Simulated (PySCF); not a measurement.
**Run report: GaBrF2 (charge +1), single-point calculation**

System: GaBrF2, charge +1, multiplicity 2.
Method: PBE0/def2-TZVP, UKS (PySCF 2.14.0).

The geometry is that of the parent species in another charge or spin state. The geometry comes from this level: PBE0-D4/def2-TZVP.

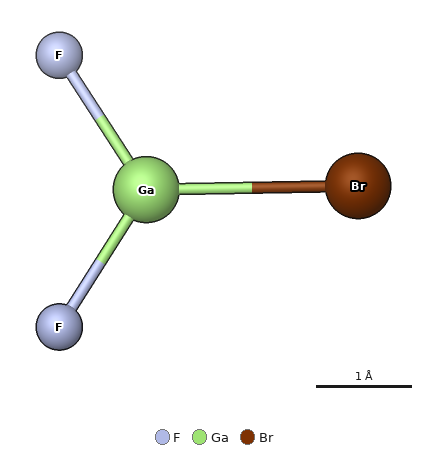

The structure (ball-and-stick view, seen at a tilt). Sticks mark near contacts. Bond lengths as drawn: Br–Ga 2.24 Å and F–Ga 1.73 Å.

## Summary

```csv
quantity,value
outcome,converged
total energy,−4697.747468 hartree
basis functions,158
⟨S²⟩,0.754
hardware,"1 thread of Arm Neoverse V2, 24 GiB of memory available, shared host"
wall time,59 s
peak memory,1.2 GiB
```

The record of the run, not the program, notes: dipole of an ion depends on the origin; logged alpha LUMO and gap are faulty.

## Input file (run.py)
```python
from pyscf import gto, dft

molecule = gto.M(
    atom='''
F     -1.494962    -0.856424     2.887124
Ga     0.107525    -0.125289     0.131147
F      3.201574    -1.171252    -0.043842
Br    -1.709257     2.039014    -3.012601
''',
    spin=1,
    basis='def2-tzvp',
    unit='bohr',
    charge=1,
    max_memory=1860,
    verbose=4,
)

myscf = dft.UKS(molecule, xc='pbe0')
myscf.conv_tol = 1e-10
myscf.grids.level = 4
myscf.kernel()
if not myscf.converged:
    myscf = myscf.newton().run(myscf.mo_coeff, myscf.mo_occ)

e_tot = myscf.e_tot
print(f'total energy: {e_tot:.8f} hartree')
```

Run as:
```bash
OMP_NUM_THREADS=1 python run.py
```

## What the program printed
```
PySCF version 2.14.0

[INPUT] num. atoms = 4
[INPUT] num. electrons = 83
[INPUT] charge = 1
[INPUT] spin (= nelec alpha-beta = 2S) = 1
[INPUT] symmetry False subgroup None
[INPUT] Mole.unit = bohr
[INPUT] Symbol           X                Y                Z      unit          X                Y                Z       unit  Magmom
[INPUT]  1 F     -0.791099821591  -0.453200063685   1.527800225900 AA   -1.494962000000  -0.856424000000   2.887124000000 Bohr   0.0
[INPUT]  2 Ga     0.056899779604  -0.066300083579   0.069400003681 AA    0.107525000000  -0.125289000000   0.131147000000 Bohr   0.0
[INPUT]  3 F      1.694199999874  -0.619799866644  -0.023200187281 AA    3.201574000000  -1.171252000000  -0.043842000000 Bohr   0.0
[INPUT]  4 Br    -0.904499852005   1.078999741547  -1.594199794795 AA   -1.709257000000   2.039014000000  -3.012601000000 Bohr   0.0

nuclear repulsion = 537.701391616045
number of shells = 54
number of NR pGTOs = 295
number of NR cGTOs = 158
basis = def2-tzvp
ecp = {}

******** <class 'pyscf.dft.uks.UKS'> ********
method = UKS
initial guess = minao
damping factor = 0
level_shift factor = 0
DIIS = <class 'pyscf.scf.diis.CDIIS'>
diis_start_cycle = 1
diis_space = 8
diis_damp = 0
SCF conv_tol = 1e-10
SCF conv_tol_grad = None
SCF max_cycles = 50
direct_scf = True
direct_scf_tol = 1e-13
number electrons alpha = 42  beta = 41
XC library pyscf.dft.libxc version 7.0.0
    S. Lehtola, C. Steigemann, M. J.T. Oliveira, and M. A.L. Marques.,  SoftwareX 7, 1–5 (2018)
XC functionals = pbe0
radial grids:
    Treutler-Ahlrichs [JCP 102, 346 (1995); DOI:10.1063/1.469408] (M4) radial grids

becke partition: Becke, JCP 88, 2547 (1988); DOI:10.1063/1.454033
pruning grids: <function nwchem_prune>
grids dens level: 4
symmetrized grids: False
atomic radii adjust function: <function treutler_atomic_radii_adjust>
small_rho_cutoff = 0
Set gradient conv threshold to 1e-05
tot grids = 118240
init E= -4696.78391617796
  alpha nocc = 42  HOMO = -0.345510350543415  LUMO = -0.111997635545492
  beta  nocc = 41  HOMO = -0.348000152801935  LUMO = -0.345510350543419

WARN: HOMO -0.345510350543415 >= LUMO -0.345510350543419

cycle= 1 E= -4697.50200621943  delta_E= -0.718  |g|= 0.89  |ddm|= 1.53
  alpha nocc = 42  HOMO = -0.435908740945644  LUMO = -0.333398742213982
  beta  nocc = 41  HOMO = -0.445345680865303  LUMO = -0.435489362629354

WARN: HOMO -0.435908740945644 >= LUMO -0.435489362629354

cycle= 2 E= -4695.73316533671  delta_E= 1.77  |g|= 2.33  |ddm|= 1.87
  alpha nocc = 42  HOMO = -0.624551186453598  LUMO = -0.333912842962732
  beta  nocc = 41  HOMO = -0.612965632167024  LUMO = -0.536937720112149
  HOMO = -0.612965632167  LUMO = -0.536937720112  gap/eV = 2.06882
cycle= 3 E= -4697.70336613061  delta_E= -1.97  |g|= 0.364  |ddm|= 1.52
  alpha nocc = 42  HOMO = -0.619770230679831  LUMO = -0.307157245242938
  beta  nocc = 41  HOMO = -0.595710252646806  LUMO = -0.548644314244425
  HOMO = -0.595710252647  LUMO = -0.548644314244  gap/eV = 1.28073
cycle= 4 E= -4697.74588776197  delta_E= -0.0425  |g|= 0.0823  |ddm|= 0.228
  alpha nocc = 42  HOMO = -0.607234516455367  LUMO = -0.304187923003306
  beta  nocc = 41  HOMO = -0.60107059893807  LUMO = -0.539578423928766
  HOMO = -0.601070598938  LUMO = -0.539578423929  gap/eV = 1.67329
cycle= 5 E= -4697.74723203465  delta_E= -0.00134  |g|= 0.0254  |ddm|= 0.0644
  alpha nocc = 42  HOMO = -0.611900424576992  LUMO = -0.304656813856443
  beta  nocc = 41  HOMO = -0.609003462153363  LUMO = -0.533195460730582
  HOMO = -0.609003462153  LUMO = -0.533195460731  gap/eV = 2.06284
cycle= 6 E= -4697.74744970543  delta_E= -0.000218  |g|= 0.00604  |ddm|= 0.0171
  alpha nocc = 42  HOMO = -0.612924953620234  LUMO = -0.304005469018041
  beta  nocc = 41  HOMO = -0.61084435058307  LUMO = -0.531207105282498
  HOMO = -0.610844350583  LUMO = -0.531207105282  gap/eV = 2.16704
cycle= 7 E= -4697.74746607847  delta_E= -1.64e-05  |g|= 0.00157  |ddm|= 0.00623
  alpha nocc = 42  HOMO = -0.612814648403449  LUMO = -0.304175115582048
  beta  nocc = 41  HOMO = -0.610939102124545  LUMO = -0.531360061750092
  HOMO = -0.610939102125  LUMO = -0.53136006175  gap/eV = 2.16546
cycle= 8 E= -4697.74746770651  delta_E= -1.63e-06  |g|= 0.000589  |ddm|= 0.00188
  alpha nocc = 42  HOMO = -0.612646685389847  LUMO = -0.304114683058167
  beta  nocc = 41  HOMO = -0.610857847285986  LUMO = -0.531360592394314
  HOMO = -0.610857847286  LUMO = -0.531360592394  gap/eV = 2.16323
cycle= 9 E= -4697.74746799052  delta_E= -2.84e-07  |g|= 0.000191  |ddm|= 0.000817
  alpha nocc = 42  HOMO = -0.612651668119899  LUMO = -0.304126367184999
  beta  nocc = 41  HOMO = -0.61089333629583  LUMO = -0.531343579666867
  HOMO = -0.610893336296  LUMO = -0.531343579667  gap/eV = 2.16466
cycle= 10 E= -4697.74746802029  delta_E= -2.98e-08  |g|= 0.000196  |ddm|= 0.000392
  alpha nocc = 42  HOMO = -0.61264737412081  LUMO = -0.304125626401466
  beta  nocc = 41  HOMO = -0.610899476100099  LUMO = -0.531351360671358
  HOMO = -0.6108994761  LUMO = -0.531351360671  gap/eV = 2.16461
cycle= 11 E= -4697.74746803576  delta_E= -1.55e-08  |g|= 5.75e-05  |ddm|= 0.000161
  alpha nocc = 42  HOMO = -0.612654137055719  LUMO = -0.304123925776987
  beta  nocc = 41  HOMO = -0.610905314795687  LUMO = -0.531357312214702
  HOMO = -0.610905314796  LUMO = -0.531357312215  gap/eV = 2.16461
cycle= 12 E= -4697.74746803801  delta_E= -2.25e-09  |g|= 3.07e-05  |ddm|= 8.57e-05
  alpha nocc = 42  HOMO = -0.612658289058275  LUMO = -0.304124186198555
  beta  nocc = 41  HOMO = -0.61090786115073  LUMO = -0.531353448763831
  HOMO = -0.610907861151  LUMO = -0.531353448764  gap/eV = 2.16479
cycle= 13 E= -4697.74746803881  delta_E= -8e-10  |g|= 5.44e-06  |ddm|= 6.16e-05
  alpha nocc = 42  HOMO = -0.612658323813652  LUMO = -0.304123570122996
  beta  nocc = 41  HOMO = -0.610906922211187  LUMO = -0.531353761913557
  HOMO = -0.610906922211  LUMO = -0.531353761914  gap/eV = 2.16475
cycle= 14 E= -4697.74746803884  delta_E= -3.37e-11  |g|= 3.57e-06  |ddm|= 1.23e-05
  alpha nocc = 42  HOMO = -0.612658617480599  LUMO = -0.304123887558844
  beta  nocc = 41  HOMO = -0.610907008118993  LUMO = -0.531353797306224
  HOMO = -0.610907008119  LUMO = -0.531353797306  gap/eV = 2.16475
```

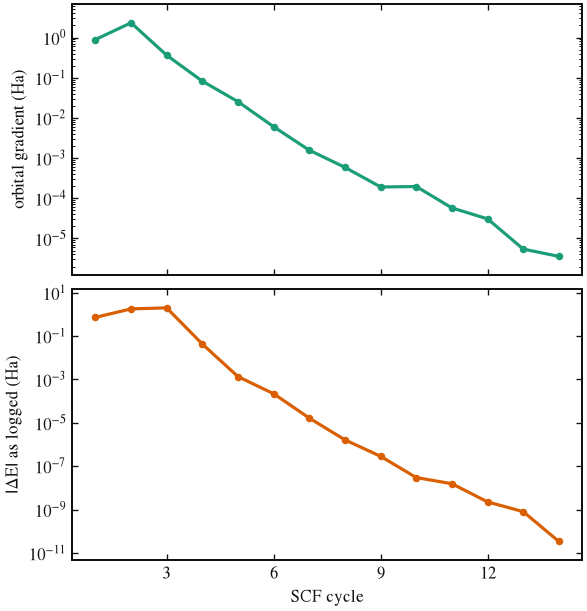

Convergence of the self-consistent field: orbital gradient and size of the energy change against the SCF cycle. The residual comes down, with one marked jump up, by a factor of about 2.5, at step 2.

```
Extra cycle  E= -4697.74746803886  delta_E= -1.27e-11  |g|= 4.37e-06  |ddm|= 4.01e-06
converged SCF energy = -4697.74746803886  <S^2> = 0.75363956  2S+1 = 2.0036363
total energy: -4697.74746804 hartree
```
